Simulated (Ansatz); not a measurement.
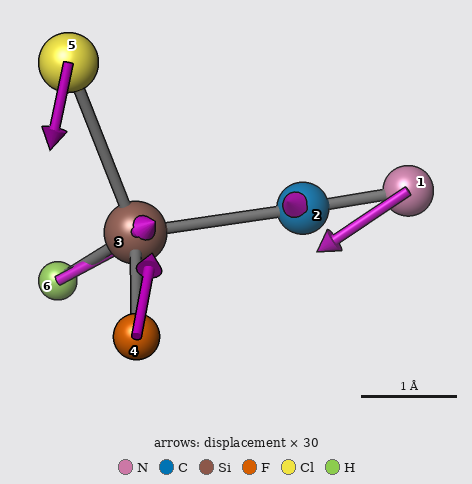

A relaxation of CHClFNSi. The starting structure is drawn; purple arrows show the displacements, magnified 30 times. The two geometries are superimposed by the best rigid fit.

The picture is a ball-and-stick view, seen at a tilt.

The start comes from PBE-D4/def2-SVP.

Computed with Ansatz, RKS PBE0-D4/def2-TZVP.

The input:
```yaml
crystal:
  periodic: [false, false, false]
  atoms:
    - {symbol: N, position_ang: [-1.992789, 0.296070, 1.434905]}
    - {symbol: C, position_ang: [-1.058592, 0.194648, 0.732702]}
    - {symbol: Si, position_ang: [0.407379, 0.000475, -0.383506]}
    - {symbol: F, position_ang: [1.520965, 1.077519, 0.102241]}
    - {symbol: Cl, position_ang: [1.126697, -1.900759, -0.134246]}
    - {symbol: H, position_ang: [0.038439, 0.267948, -1.798196]}
basis:
  gaussian: {orbitals: def2-TZVP}
hamiltonian: {xc: pbe0, dispersion: d4}
relax: {f_tol: 0.005, max_steps: 150}
```

Q: Describe the change and its energy.

A: After 6 geometry steps the energy has fallen by 0.081 eV. The largest force component goes from 2 to 0.0011 eV/Å. The largest moves after the best rigid fit, 0.040 Å, are those of N1 and F4. By element the largest moves are N 0.040 Å, F 0.040 Å, H 0.038 Å, Cl 0.032 Å, C 0.017 Å, Si 0.014 Å. Among the contacts that change: Si3–F4 1.624 → 1.579 Å, Si3–Cl5 2.048 → 2.016 Å, N1–C2 1.173 → 1.151 Å, Si3–H6 1.486 → 1.467 Å. The run took roughly 40 core-seconds on a shared host.
